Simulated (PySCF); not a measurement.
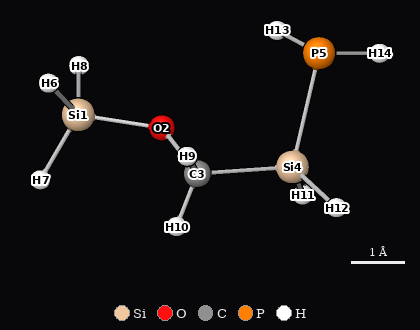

The starting structure (ball-and-stick view, seen at a tilt; atoms are numbered from 1 in the order of the input). Bond lengths as drawn: C–H 1.07 to 1.09 Å, C–O 1.42 Å, C–Si 1.89 Å, H–P 1.37 to 1.40 Å, H–Si 1.45 to 1.50 Å, O–Si 1.62 Å and P–Si 2.24 Å.

Geometry relaxation, with input and output: CH9OPSi2

- system: CH9OPSi2
- method: PBE0-D3(BJ)/def2-SVP geometry optimisation, gas phase (PySCF 2.14.0)

Input:
```
{"job": {"xc": "PBE0", "basis": "def2-SVP", "d3": "d3bj", "grid": 1, "shake": 0.01, "kind": "geom"}, "charge": 0, "multiplicity": 1}
Si     1.831920     1.449470    -0.687670
O      0.718280     0.424500    -0.100720
C     -0.231180    -0.360800    -0.811140
Si    -1.040900    -1.413720     0.527480
P     -1.945390     0.070950     1.937180
H      1.153410     2.598770    -1.378790
H      2.709640     0.807400    -1.649740
H      2.480940     1.852380     0.546880
H     -0.913090     0.295450    -1.318260
H      0.300680    -0.966830    -1.543010
H     -0.077540    -2.323090     1.110230
H     -2.148600    -2.203010    -0.066660
H     -0.747630     0.551960     2.388290
H     -2.097700    -0.798530     3.018240
```

The first line tells a small driver script what to run in PySCF; the rest is the geometry in Å.

Machine: 1 CPU thread, shared host.

Run as:
```bash
OMP_NUM_THREADS=1 python <driver script> task.json out
```

What the program printed:
```
step   0  E = -1038.20822817  max force = 0.025294
step   1  E = -1038.21684193  max force = 0.004795
step   2  E = -1038.21737098  max force = 0.002907
step   3  E = -1038.21751240  max force = 0.001632
step   4  E = -1038.21756639  max force = 0.000824
step   5  E = -1038.21758776  max force = 0.000368
step   6  E = -1038.21760347  max force = 0.000532
step   7  E = -1038.21762261  max force = 0.001111
step   8  E = -1038.21762748  max force = 0.001521
step   9  E = -1038.21763422  max force = 0.001034
step  10  E = -1038.21764432  max force = 0.000226
optimisation converged
```

Trajectory as extended XYZ (Å, eV, eV/Å), 11 frames, from step=0 to step=10:
```
14
Properties=species:S:1:pos:R:3:forces:R:3 step=0 energy=-28251.08487
Si    1.8319    1.4495   -0.6877   -0.3427   1.0145  -0.2388
O     0.7183    0.4245   -0.1007   -1.0063  -1.0349   0.5141
C    -0.2312   -0.3608   -0.8111    1.1629   0.0711   0.9283
Si   -1.0409   -1.4137    0.5275   -0.7290   0.3978  -0.4159
P    -1.9454    0.0709    1.9372   -1.2576   0.1766  -0.7229
H     1.1534    2.5988   -1.3788    0.1460   0.0316   0.0176
H     2.7096    0.8074   -1.6497    0.6332  -0.3730  -0.5269
H     2.4809    1.8524    0.5469    0.6404   0.4345   0.3889
H    -0.9131    0.2954   -1.3183   -0.9040   0.4260  -0.6125
H     0.3007   -0.9668   -1.5430    0.0159  -0.4278  -0.5311
H    -0.0775   -2.3231    1.1102    0.6691  -0.5327   0.3468
H    -2.1486   -2.2030   -0.0667   -0.1806  -0.1774  -0.0671
H    -0.7476    0.5520    2.3883    1.3007   0.5163   0.3998
H    -2.0977   -0.7985    3.0182   -0.1480  -0.5227   0.5198
14
Properties=species:S:1:pos:R:3:forces:R:3 step=1 energy=-28251.31926
Si    1.6341    1.5439   -0.8469    0.0647  -0.0701  -0.0999
O     0.4963    0.4762   -0.2539    0.1578   0.1288   0.1445
C    -0.4313   -0.2779   -0.9964   -0.2230   0.1294  -0.2444
Si   -1.3833   -1.3532    0.2483    0.2068  -0.1305   0.1392
P    -2.3344    0.0976    1.6983    0.1848   0.0712   0.2373
H     0.9839    2.6923   -1.5513   -0.0328  -0.0162  -0.0094
H     2.5575    0.8548   -1.8097   -0.0780   0.0194   0.0304
H     2.4242    2.0494    0.3123   -0.1058  -0.0661   0.0008
H    -1.1501    0.3757   -1.5439    0.1720  -0.1043   0.0789
H     0.0655   -0.9120   -1.7588   -0.0105   0.0211   0.0386
H    -0.4076   -2.3088    0.8745   -0.1125   0.0667  -0.0115
H    -2.4583   -2.1450   -0.4241   -0.0109   0.0254  -0.0570
H    -1.0638    0.5861    2.1746   -0.2466  -0.1509  -0.1091
H    -2.4954   -0.8468    2.7682    0.0340   0.0759  -0.1383
14
Properties=species:S:1:pos:R:3:forces:R:3 step=2 energy=-28251.33365
Si    1.6385    1.5450   -0.8707    0.0203   0.0050  -0.0481
O     0.5139    0.4916   -0.2379    0.0522   0.0151   0.1495
C    -0.4163   -0.2635   -0.9778   -0.0821   0.0272  -0.0918
Si   -1.3767   -1.3432    0.2593    0.0454  -0.0233  -0.0033
P    -2.3402    0.0952    1.7137    0.0250   0.0408   0.0320
H     0.9679    2.6745   -1.5873   -0.0036  -0.0070  -0.0150
H     2.5439    0.8375   -1.8309   -0.0181   0.0030  -0.0097
H     2.4232    2.0626    0.2813   -0.0125  -0.0006   0.0091
H    -1.1220    0.3913   -1.5288    0.0105  -0.0303   0.0090
H     0.0819   -0.8986   -1.7365    0.0045  -0.0198   0.0029
H    -0.4296   -2.3123    0.8935   -0.0210   0.0145   0.0115
H    -2.4478   -2.1132   -0.4462    0.0016   0.0108  -0.0283
H    -1.0752    0.5377    2.2104   -0.0238  -0.0238  -0.0054
H    -2.5242   -0.8723    2.7491    0.0016  -0.0117  -0.0124
14
Properties=species:S:1:pos:R:3:forces:R:3 step=3 energy=-28251.33750
Si    1.6421    1.5466   -0.8880    0.0036   0.0357  -0.0346
O     0.5297    0.5044   -0.2168   -0.0335  -0.0517   0.0839
C    -0.4020   -0.2517   -0.9593    0.0204  -0.0106  -0.0082
Si   -1.3752   -1.3336    0.2640   -0.0242   0.0208  -0.0351
P    -2.3430    0.0930    1.7288   -0.0292   0.0099  -0.0321
H     0.9540    2.6527   -1.6251    0.0056  -0.0004  -0.0056
H     2.5321    0.8198   -1.8464    0.0093  -0.0042  -0.0095
H     2.4328    2.0923    0.2460    0.0133   0.0122  -0.0007
H    -1.1022    0.4016   -1.5146   -0.0325   0.0130  -0.0162
H     0.0976   -0.8909   -1.7141    0.0111  -0.0087   0.0008
H    -0.4517   -2.3176    0.9045    0.0145  -0.0097   0.0108
H    -2.4413   -2.0814   -0.4738    0.0035   0.0032  -0.0006
H    -1.0802    0.4961    2.2529    0.0489   0.0133   0.0292
H    -2.5554   -0.8993    2.7329   -0.0109  -0.0229   0.0178
14
Properties=species:S:1:pos:R:3:forces:R:3 step=4 energy=-28251.33897
Si    1.6427    1.5478   -0.9005    0.0024   0.0317  -0.0201
O     0.5405    0.5121   -0.1990   -0.0356  -0.0423   0.0324
C    -0.3897   -0.2444   -0.9453    0.0372  -0.0081   0.0110
Si   -1.3766   -1.3258    0.2653   -0.0316   0.0217  -0.0221
P    -2.3418    0.0920    1.7414   -0.0133   0.0000  -0.0287
H     0.9419    2.6330   -1.6566    0.0020  -0.0004   0.0026
H     2.5260    0.8060   -1.8540    0.0111  -0.0052   0.0004
H     2.4403    2.1224    0.2145    0.0131   0.0079  -0.0038
H    -1.0863    0.4097   -1.5048   -0.0280   0.0109  -0.0179
H     0.1131   -0.8855   -1.6967    0.0054  -0.0019   0.0006
H    -0.4700   -2.3240    0.9081    0.0169  -0.0106  -0.0006
H    -2.4408   -2.0547   -0.4940   -0.0023  -0.0027   0.0126
H    -1.0787    0.4620    2.2910    0.0332   0.0101   0.0229
H    -2.5832   -0.9185    2.7217   -0.0105  -0.0111   0.0107
14
Properties=species:S:1:pos:R:3:forces:R:3 step=5 energy=-28251.33955
Si    1.6415    1.5489   -0.9053    0.0012   0.0128  -0.0071
O     0.5446    0.5139   -0.1905   -0.0169  -0.0189  -0.0024
C    -0.3833   -0.2428   -0.9403    0.0117   0.0043   0.0054
Si   -1.3792   -1.3217    0.2643   -0.0127   0.0070  -0.0008
P    -2.3349    0.0949    1.7479    0.0115   0.0010  -0.0086
H     0.9331    2.6212   -1.6726   -0.0015  -0.0005   0.0037
H     2.5265    0.8003   -1.8523    0.0051  -0.0021   0.0049
H     2.4407    2.1417    0.1994    0.0043   0.0009  -0.0021
H    -1.0785    0.4113   -1.5031   -0.0055   0.0006  -0.0088
H     0.1217   -0.8853   -1.6894    0.0047   0.0030   0.0033
H    -0.4802   -2.3294    0.9050    0.0074  -0.0044  -0.0075
H    -2.4469   -2.0398   -0.5000   -0.0054  -0.0027   0.0126
H    -1.0700    0.4424    2.3121    0.0031  -0.0003   0.0075
H    -2.5976   -0.9233    2.7158   -0.0071  -0.0007  -0.0002
14
Properties=species:S:1:pos:R:3:forces:R:3 step=6 energy=-28251.33998
Si    1.6385    1.5498   -0.9071   -0.0019  -0.0056   0.0082
O     0.5454    0.5122   -0.1870    0.0098   0.0077  -0.0220
C    -0.3795   -0.2447   -0.9402   -0.0201   0.0116  -0.0052
Si   -1.3823   -1.3190    0.2627    0.0064  -0.0074   0.0137
P    -2.3210    0.1021    1.7525    0.0274   0.0039   0.0076
H     0.9241    2.6115   -1.6831   -0.0027  -0.0010   0.0015
H     2.5308    0.7990   -1.8459   -0.0014   0.0012   0.0044
H     2.4340    2.1568    0.1930   -0.0037  -0.0039   0.0003
H    -1.0731    0.4095   -1.5064    0.0113  -0.0087  -0.0007
H     0.1278   -0.8884   -1.6866    0.0044   0.0038   0.0054
H    -0.4887   -2.3357    0.8984   -0.0016   0.0016  -0.0099
H    -2.4583   -2.0275   -0.4984   -0.0067  -0.0008   0.0081
H    -1.0536    0.4256    2.3279   -0.0175  -0.0078  -0.0038
H    -2.6067   -0.9192    2.7113   -0.0038   0.0054  -0.0076
14
Properties=species:S:1:pos:R:3:forces:R:3 step=7 energy=-28251.34050
Si    1.6317    1.5516   -0.9085   -0.0086  -0.0278   0.0302
O     0.5447    0.5068   -0.1861    0.0426   0.0398  -0.0441
C    -0.3753   -0.2513   -0.9441   -0.0571   0.0153  -0.0151
Si   -1.3876   -1.3151    0.2604    0.0272  -0.0236   0.0258
P    -2.2877    0.1196    1.7600    0.0382   0.0068   0.0224
H     0.9078    2.5961   -1.6984   -0.0020  -0.0011  -0.0032
H     2.5412    0.8021   -1.8320   -0.0086   0.0051   0.0000
H     2.4142    2.1797    0.1893   -0.0118  -0.0083   0.0033
H    -1.0652    0.4022   -1.5169    0.0270  -0.0169   0.0086
H     0.1359   -0.8981   -1.6852    0.0048   0.0035   0.0079
H    -0.5041   -2.3483    0.8849   -0.0110   0.0081  -0.0092
H    -2.4832   -2.0053   -0.4890   -0.0065   0.0027   0.0001
H    -1.0163    0.3948    2.3529   -0.0344  -0.0136  -0.0137
H    -2.6187   -0.9026    2.7038    0.0004   0.0098  -0.0129
14
Properties=species:S:1:pos:R:3:forces:R:3 step=8 energy=-28251.34063
Si    1.6202    1.5547   -0.9102   -0.0166  -0.0436   0.0499
O     0.5427    0.4964   -0.1907    0.0661   0.0639  -0.0604
C    -0.3714   -0.2645   -0.9534   -0.0782   0.0133  -0.0172
Si   -1.3947   -1.3099    0.2585    0.0400  -0.0343   0.0288
P    -2.2286    0.1489    1.7713    0.0345   0.0070   0.0279
H     0.8839    2.5760   -1.7184    0.0006  -0.0003  -0.0077
H     2.5574    0.8138   -1.8124   -0.0132   0.0075  -0.0066
H     2.3775    2.2090    0.1901   -0.0157  -0.0103   0.0051
H    -1.0551    0.3869   -1.5362    0.0329  -0.0197   0.0152
H     0.1453   -0.9171   -1.6852    0.0041   0.0019   0.0092
H    -0.5288   -2.3688    0.8651   -0.0163   0.0128  -0.0047
H    -2.5229   -1.9698   -0.4695   -0.0040   0.0060  -0.0088
H    -0.9545    0.3440    2.3894   -0.0387  -0.0138  -0.0174
H    -2.6335   -0.8673    2.6927    0.0047   0.0097  -0.0133
14
Properties=species:S:1:pos:R:3:forces:R:3 step=9 energy=-28251.34082
Si    1.6142    1.5572   -0.9103   -0.0169  -0.0343   0.0408
O     0.5412    0.4900   -0.1994    0.0500   0.0501  -0.0467
C    -0.3722   -0.2736   -0.9608   -0.0532   0.0053  -0.0071
Si   -1.3965   -1.3090    0.2593    0.0292  -0.0241   0.0158
P    -2.1962    0.1645    1.7754    0.0175   0.0059   0.0189
H     0.8744    2.5734   -1.7219    0.0024   0.0010  -0.0068
H     2.5641    0.8268   -1.8074   -0.0097   0.0056  -0.0081
H     2.3571    2.2149    0.1975   -0.0108  -0.0069   0.0037
H    -1.0532    0.3756   -1.5482    0.0206  -0.0122   0.0117
H     0.1465   -0.9298   -1.6876    0.0017  -0.0008   0.0058
H    -0.5392   -2.3790    0.8579   -0.0107   0.0098  -0.0002
H    -2.5414   -1.9544   -0.4558   -0.0011   0.0053  -0.0100
H    -0.9233    0.3196    2.4047   -0.0224  -0.0089  -0.0097
H    -2.6380   -0.8440    2.6877    0.0035   0.0042  -0.0081
14
Properties=species:S:1:pos:R:3:forces:R:3 step=10 energy=-28251.34109
Si    1.6112    1.5606   -0.9108   -0.0070  -0.0042   0.0085
O     0.5411    0.4865   -0.2117    0.0028   0.0062  -0.0105
C    -0.3749   -0.2806   -0.9668    0.0057  -0.0069   0.0116
Si   -1.3942   -1.3104    0.2625   -0.0013   0.0023  -0.0072
P    -2.1795    0.1726    1.7768   -0.0053   0.0032  -0.0011
H     0.8723    2.5839   -1.7149    0.0023   0.0020  -0.0009
H     2.5634    0.8432   -1.8155   -0.0006   0.0007  -0.0047
H     2.3478    2.2067    0.2074    0.0009   0.0010   0.0001
H    -1.0556    0.3655   -1.5559   -0.0054   0.0025   0.0002
H     0.1436   -0.9401   -1.6905   -0.0019  -0.0032  -0.0017
H    -0.5411   -2.3833    0.8593    0.0024   0.0010   0.0035
H    -2.5466   -1.9495   -0.4466    0.0018   0.0010  -0.0038
H    -0.9095    0.3077    2.4130    0.0070  -0.0015   0.0054
H    -2.6406   -0.8305    2.6848   -0.0013  -0.0041   0.0007
```

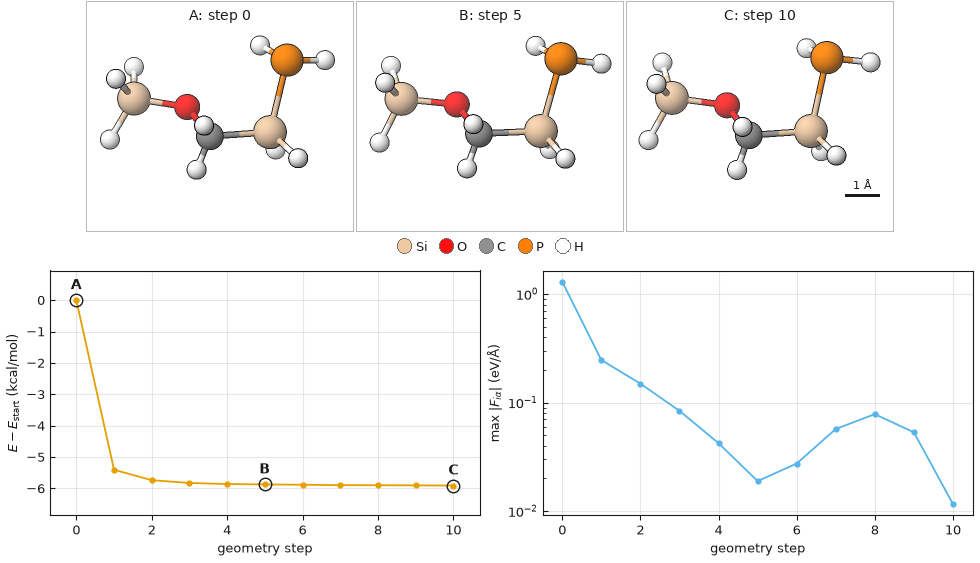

Frames of the relaxation (ball-and-stick view, seen at a tilt) above the curves, on which the letters mark them (steps are counted from 0).

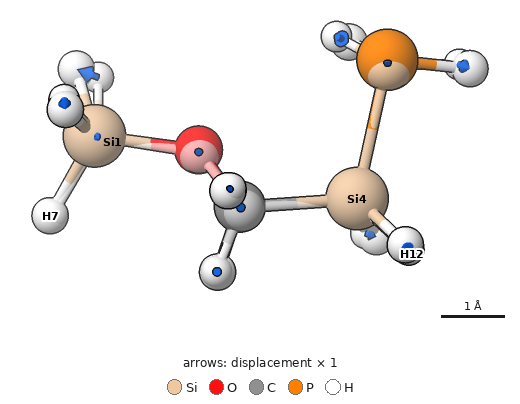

Start (faint) and end (solid) with the displacements as blue arrows, at true length (ball-and-stick view, seen at a tilt). The two geometries are laid on each other by the best rigid fit. Over 10 geometry steps the energy falls by 5.91 kcal/mol. Largest force component: 1.3 eV/Å at the start, 0.012 eV/Å at the end. H8 moves most after the best rigid fit: 0.40 Å. By element the largest moves are H 0.40 Å, C 0.12 Å, O 0.11 Å, P 0.11 Å, Si 0.09 Å. Distances before and after: P5–H13 1.367 → 1.427 Å, Si1–O2 1.623 → 1.670 Å, Si1–H7 1.452 → 1.497 Å, Si1–H8 1.452 → 1.487 Å. Among the angles that change: O2–Si1–H8 100.0° → 106.4°, Si1–O2–C3 128.8° → 122.7°, Si4–C3–H9 113.8° → 109.3°. (Atoms are counted from 1 in the order of the input.)

Summary:

- outcome: converged
- total energy: −1038.217644 hartree
- dipole moment: 1.21 D
- point group: C1
- wall time: 1.8 min
- peak memory: 0.56 GiB
